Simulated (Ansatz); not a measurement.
# Tl3Ga3W: the cost of one run

Computed with Ansatz 0.2.0 (DFT PBE, scalar-relativistic, plane waves, PAW, unless a step's input says otherwise).

### Step 1. The starting structure

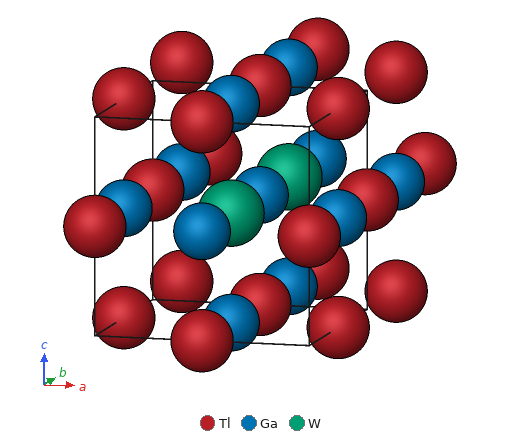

Start, viewed slightly off an axis; thallium red, gallium blue, tungsten teal. 1×2×1 cells are drawn. Atoms on the faces are drawn again on the opposite ones.

Structure file:

```
CELL_PARAMETERS angstrom
5.50670 0.00000 0.00000
0.00000 5.50670 0.00000
0.00000 0.00000 5.50670
ATOMIC_POSITIONS crystal
Tl 0.50000 0.00000 0.00000
Tl 0.00000 0.50000 0.00000
Tl 0.00000 0.00000 0.50000
Ga 0.00000 0.50000 0.50000
Ga 0.50000 0.00000 0.50000
Ga 0.50000 0.50000 0.00000
W 0.50000 0.50000 0.50000
```

The cell is invented: random cell by space group and Wyckoff sites (Pm-3m, No. 221). Its size is a rough estimate.

### Step 2. The guess as it stands, on a coarse mesh

File input.yaml:

```yaml
crystal:
  lattice:
    - [5.50670351, 0.0, 0.0]
    - [0.0, 5.50670351, 0.0]
    - [0.0, 0.0, 5.50670351]
  atoms:
    - { symbol: Tl, position: [0.5, 0.0, 0.0] }
    - { symbol: Tl, position: [0.0, 0.5, 0.0] }
    - { symbol: Tl, position: [0.0, 0.0, 0.5] }
    - { symbol: Ga, position: [0.0, 0.5, 0.5] }
    - { symbol: Ga, position: [0.5, 0.0, 0.5] }
    - { symbol: Ga, position: [0.5, 0.5, 0.0] }
    - { symbol: W, position: [0.5, 0.5, 0.5] }
basis:
  ecutwfc: 420
kpoints:
  mp_grid: { grid: [4, 4, 4] }
hamiltonian:
  xc: pbe
scf:
  occupations: { method: gaussian, width: 0.1 }
  lower_state_search: "off"
output:
  forces: true
  stress: true
  eigenvalues: true
```

The run is started by

```sh
$ ansatz run input.yaml --threads 1 --pin off --max-ram 2560MiB --backend cpu --events-out ev --progress --plain --runs-dir out
```

What time and memory should one allow on 1 thread of AMD EPYC 9R45 (Zen 5), shared host?

About 2.1 s, with a peak of 0.52 GiB.
